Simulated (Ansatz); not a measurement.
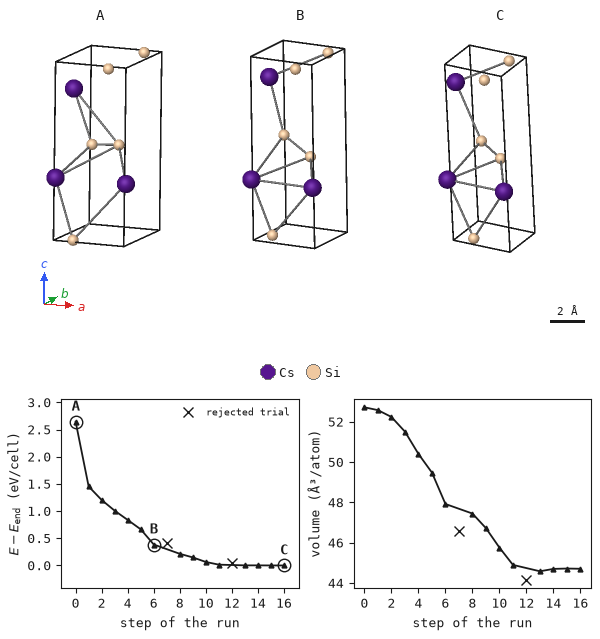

Frames of a relaxation of crystalline CsSi2 (a generated structure, set up in P1) (coarse preliminary run), marked on the history of the run. The picture is a ball-and-stick view of the cell of the calculation, seen slightly off an axis.

Theory: DFT PBE, scalar-relativistic, plane waves, PAW (Ansatz). (plane-wave cutoff 420 eV; k-point mesh 6 × 4 × 2; occupations gaussian; smearing width 0.2 eV; no spin polarisation; cell and atoms relaxed; force threshold 0.025 eV/Å; at most 60 steps)

**Describe the path.**

The run was cut off at its time limit before the program reported convergence, but its last step already meets the force threshold: the largest component is 0.008 eV/Å against 0.025 eV/Å. The pressure is within 0.01 GPa of its target. The atom that moves furthest relative to the cell is a Si atom (0.62 Å along [1 −1 −2]). Largest moves by element: Si 0.62 Å, Cs 0.50 Å. The drawn cell changes as follows: a 4.534 → 3.933 Å (−13.2 %), b 6.449 → 6.808 Å (+5.6 %), c 10.832 → 10.641 Å (−1.8 %), α 87.9° → 85.8°, β 91.6° → 100.6°, γ 91.2° → 106.7°; the volume changes by −15.2 %. Among the contacts that change: Cs–Si 5.015 → 3.677 Å, Cs–Si 5.000 → 3.877 Å, Cs–Si 4.443 → 5.566 Å, Cs–Si 4.982 → 3.874 Å. Bond angles that change, for instance: Cs–Si–Si 117.4° → 71.4°, Si–Si–Si 165.1° → 119.3°, Si–Si–Si 163.5° → 119.3°. The space group stays P1 (No. 1). After 14 accepted moves (16 points after the start) the energy has fallen by 2.646 eV per cell of the calculation. Largest force component: 8.3 eV/Å at the start, 0.008 eV/Å at the end. The pressure goes from 2.36 to 0.00 GPa. The line search rejected the trial steps at points 7, 12 of the run. From step 0 to 6: a Si atom moves most (0.79 Å), volume −9.1 %, energy −2.261 eV per cell of the calculation. From step 6 to 16: a Si atom moves most (0.39 Å), volume −6.7 %, energy −0.385 eV per cell of the calculation.

```csv
step,"E − E(0), meV/atom","largest force component, eV/Å","pressure, GPa","volume, Å³/atom",note
0,0.00,8.3146,2.36,52.721,
1,-198.68,1.8210,0.14,52.580,
2,-240.21,0.6534,-0.72,52.241,
3,-273.03,0.4862,-1.22,51.514,
4,-301.40,1.2108,-0.94,50.407,
5,-330.18,0.9833,-0.22,49.480,
6,-376.78,0.7744,-0.06,47.923,
7,-371.52,0.9330,-0.52,46.566,rejected
8,-405.28,0.4045,-0.24,47.449,
9,-416.36,0.3328,-0.21,46.724,
10,-430.36,0.1428,-0.12,45.758,
11,-438.56,0.0349,0.12,44.901,
12,-433.35,0.4841,-0.05,44.160,rejected
13,-440.70,0.0177,0.04,44.585,
14,-440.72,0.0563,-0.04,44.703,
15,-440.98,0.0031,0.00,44.721,
16,-441.01,0.0080,0.00,44.709,
```
